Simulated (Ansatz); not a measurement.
# One shape, several levels: doublet C2H5BO+

We compute a comparison of 6 runs (UB3LYP/6-31G*, UHSE06/def2-SVP, UPBE-QIDH/def2-SVP, UPBE0/def2-SVP, USVWN5/def2-SVP, RPA@PBE0/def2-SVP) of doublet C2H5BO+. 

Program for the calculation: Ansatz 0.2.0.

68 further runs of the same task are left out: 68 set aside as unsound or not needed.

## Step 1: The molecule

The species is C2H5BO+ (9 atoms), meant as a doublet with charge +1. As SMILES of the parent species, `B1CCO1`. Geometry: relaxed at PBE0-D4/def2-TZVP. That shape belongs to the parent species and isn't relaxed for this state.

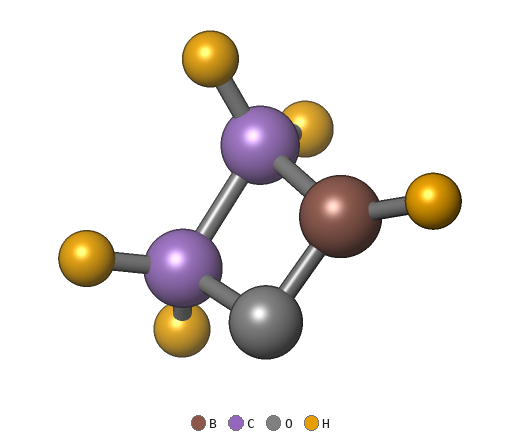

Viewed from a chosen angle; boron brown, carbon purple, oxygen grey, hydrogen amber.

## Step 2: The energy at UB3LYP/6-31G(d) (spherical functions) (run 1)

The input, job.yaml:

```yaml
crystal:
  periodic: [false, false, false]
  atoms:
    - {symbol: B, position_ang: [-0.402600, 0.301700, -1.082000]}
    - {symbol: C, position_ang: [0.506000, 0.617000, 0.171000]}
    - {symbol: C, position_ang: [-0.098600, -0.719600, 0.617700]}
    - {symbol: O, position_ang: [-0.884800, -0.878500, -0.596200]}
    - {symbol: H, position_ang: [-0.697000, 0.772800, -2.139500]}
    - {symbol: H, position_ang: [0.236300, 1.479000, 0.782200]}
    - {symbol: H, position_ang: [1.586200, 0.614100, 0.021000]}
    - {symbol: H, position_ang: [-0.757600, -0.681300, 1.487200]}
    - {symbol: H, position_ang: [0.600600, -1.551500, 0.721500]}
basis:
  gaussian:
    orbitals: 6-31G_st_-spherical.json
accuracy: high
magnetization:
  spin_polarized: true
  initial_magnetization: 1
total_charge: 1
hamiltonian:
  xc: {name: B3LYP}
output: {orbitals: {seedname: orbitals}}
```

The basis set 6-31G* is read from a file made from the Basis Set Exchange's data (not shown).

Launch:

```bash
ansatz run job.yaml --threads 1 --pin off --max-ram 3480MiB --events-out events.jsonl --progress --plain --runs-dir runs
```

What it wrote:

```text
Warning: RAYON_NUM_THREADS=1 ignored (pool sized by the plan → 1); use --threads N
Functional definition: B3LYP
  name "B3LYP"
  parameter a0 = 0.2
  parameter ax = 0.72
  parameter ac = 0.81
  exchange = (1 - a0 - ax)*slater_x + ax*b88_x + a0*exact_x
  correlation = (1 - ac)*vwn_rpa_c + ac*lyp_c
1645 factors; integrals over basis functions are off by at most 3.3e-9 eV
mean field evaluation 1: about -4855.0885 eV, gradient 5.4e1 eV
mean field evaluation 2: about -4803.2116 eV, gradient 1.2e2 eV
mean field evaluation 4: about -4867.8278 eV, gradient 8.9e0 eV
mean field evaluation 8: about -4868.4433 eV, gradient 1.1e0 eV
mean field evaluation 16: about -4868.4515 eV, gradient 1.4e-2 eV
mean field evaluation 32: about -4868.4515 eV, gradient 2.7e-7 eV
mean field -4868.45151774 eV, -178.9122933220 hartree, gradient 9.8e-8 eV, S^2 0.753932; 4 other end points of the search recorded, 0 dependent functions left out
reference -4868.45154898 eV, -178.9122944699 hartree; 15, 14 occupied and 51, 52 virtual orbitals, 1645 factors
Total energy: -4868.45154898 eV, -178.9122944699 hartree
```

Run time: 12 s. Hardware: 1 thread of Arm Neoverse V2, shared host; peak memory 0.27 GiB.

## Step 3: The energy at UHSE06/def2-SVP (run 2)

Edit job.yaml of step 2 so:

```diff
@@ -1 +1,3 @@
+basis:
+  gaussian: {orbitals: def2-SVP}
 crystal:
@@ -12,12 +14,6 @@
     - {symbol: H, position_ang: [0.600600, -1.551500, 0.721500]}
-basis:
-  gaussian:
-    orbitals: 6-31G_st_-spherical.json
+total_charge: 1
+magnetization: {spin_polarized: true, initial_magnetization: 1}
+hamiltonian: {xc: {name: HSE06}}
 accuracy: high
-magnetization:
-  spin_polarized: true
-  initial_magnetization: 1
-total_charge: 1
-hamiltonian:
-  xc: {name: B3LYP}
 output: {orbitals: {seedname: orbitals}}
```

Launch:

```bash
ansatz run job.yaml --threads 1 --pin off --max-ram 3480MiB --events-out events.jsonl --progress --plain --runs-dir runs
```

What it wrote:

```text
Warning: RAYON_NUM_THREADS=1 ignored (pool sized by the plan → 1); use --threads N
Functional definition: HSE06
  name "HSE06"
  parameter a = 0.25
  parameter omega = 0.11/bohr
  exchange = pbe_x - a*pbe_x_sr(omega) + a*exact_x_sr(omega)
  correlation = pbe_c
1976 factors; integrals over basis functions are off by at most 3.5e-9 eV
90 factors; integrals over basis functions are off by at most 2.0e-9 eV
mean field evaluation 1: about -4845.3264 eV, gradient 5.3e1 eV
mean field evaluation 2: about -4797.9532 eV, gradient 1.1e2 eV
mean field evaluation 4: about -4858.0116 eV, gradient 8.8e0 eV
mean field evaluation 8: about -4858.6498 eV, gradient 1.2e0 eV
mean field evaluation 16: about -4858.6583 eV, gradient 1.1e-2 eV
mean field evaluation 32: about -4858.6583 eV, gradient 2.1e-7 eV
mean field -4858.65833350 eV, -178.5524004391 hartree, gradient 9.0e-8 eV, S^2 0.754919; 5 other end points of the search recorded, 0 dependent functions left out
reference -4858.65833665 eV, -178.5524005551 hartree; 15, 14 occupied and 66, 67 virtual orbitals, 1976 factors
Total energy: -4858.65833665 eV, -178.5524005551 hartree
```

Wall time 18 s (1 thread of Arm Neoverse V2, shared host); peak memory 0.35 GiB.

Runs 3 to 5 aren't shown in full; the table further down has their settings and results.

## Step 4: The energy at RPA@PBE0/def2-SVP (run 6)

The input, molecule.yaml:

```yaml
crystal:
  periodic: [false, false, false]
  atoms:
    - {symbol: B, position_ang: [-0.402600, 0.301700, -1.082000]}
    - {symbol: C, position_ang: [0.506000, 0.617000, 0.171000]}
    - {symbol: C, position_ang: [-0.098600, -0.719600, 0.617700]}
    - {symbol: O, position_ang: [-0.884800, -0.878500, -0.596200]}
    - {symbol: H, position_ang: [-0.697000, 0.772800, -2.139500]}
    - {symbol: H, position_ang: [0.236300, 1.479000, 0.782200]}
    - {symbol: H, position_ang: [1.586200, 0.614100, 0.021000]}
    - {symbol: H, position_ang: [-0.757600, -0.681300, 1.487200]}
    - {symbol: H, position_ang: [0.600600, -1.551500, 0.721500]}
basis:
  gaussian: {orbitals: def2-SVP}
total_charge: 1
magnetization: {spin_polarized: true, initial_magnetization: 1}
hamiltonian: {xc: {name: PBE0}}
correlation: {method: rpa, frozen_orbitals: {B: 1, C: 1, H: 0, O: 1}}
accuracy: high
```

Launch:

```bash
ansatz run molecule.yaml --threads 1 --pin off --max-ram 3480MiB --events-out events.jsonl --progress --plain --runs-dir runs
```

What it wrote:

```text
Warning: RAYON_NUM_THREADS=1 ignored (pool sized by the plan → 1); use --threads N
Functional definition: PBE0
  name "PBE0"
[... 1 set-up line as earlier in the session ...]
  parameter kappa = 0.804
  parameter beta = 0.06672455060314922
  exchange = (1 - a)*pbe_x(kappa = kappa, mu = beta*pi^2/3) + a*exact_x
  correlation = pbe_c(beta = beta)
1976 factors; integrals over basis functions are off by at most 3.5e-9 eV
mean field evaluation 1: about -4846.7253 eV, gradient 5.1e1 eV
mean field evaluation 2: about -4846.9897 eV, gradient 5.1e1 eV
mean field evaluation 4: about -4855.8616 eV, gradient 2.6e1 eV
mean field evaluation 8: about -4858.8974 eV, gradient 8.8e-1 eV
mean field evaluation 16: about -4858.9191 eV, gradient 4.0e-2 eV
mean field evaluation 32: about -4858.9192 eV, gradient 7.7e-7 eV
mean field evaluation 64: about -4847.1140 eV, gradient 4.7e1 eV
mean field evaluation 96: about -4858.7035 eV, gradient 1.3e0 eV
mean field -4858.91915862 eV, -178.5619855857 hartree, gradient 2.8e-8 eV, S^2 0.754995; 6 other end points of the search recorded, 0 dependent functions left out
4 core orbitals not correlated: weight in the atoms' cores, before any rotation towards them, 1.000 or more for the frozen orbitals, at most 0.000 for the correlated occupied ones
reference -4834.44466267 eV, -177.6625644490 hartree; 11, 10 occupied and 66, 67 virtual orbitals, 1976 factors
Total energy: -4855.88089066 eV, -178.4503312975 hartree
```

Run time: 29 s. Hardware: 1 thread of Arm Neoverse V2, shared host; peak memory 0.43 GiB.

## Step 5: The series

```csv
run,level,frozen core orbitals,energy (Eh),HOMO energy (eV),LUMO energy (eV),⟨S²⟩,wall time
1,UB3LYP/6-31G* (spherical functions),–,-178.912294,-15.57,-13.35,0.754,12 s
2,UHSE06/def2-SVP,–,-178.552401,-15.52,-13.59,0.755,18 s
3,UPBE-QIDH/def2-SVP,4,-178.480311,-18.28,-11.07,0.761,17 s
4,UPBE0/def2-SVP,–,-178.561986,-15.93,-13.21,0.755,16 s
5,USVWN5/def2-SVP,–,-177.218433,-14.51,-14.28,0.751,5.4 s
6,RPA@PBE0/def2-SVP,4,-178.450331,–,–,0.755,29 s
```

## Step 6: Summary of results

| quantity | value |
| --- | --- |
| run 6: total energy | -178.45033 Eh |
| run 6: RPA correlation energy (valence) | -787.8 mEh |
| run 6: ⟨S²⟩ of the reference determinant | 0.755 |

Totals of different functionals can't be ranked against each other. All runs together took 96 s, the longest 29 s.
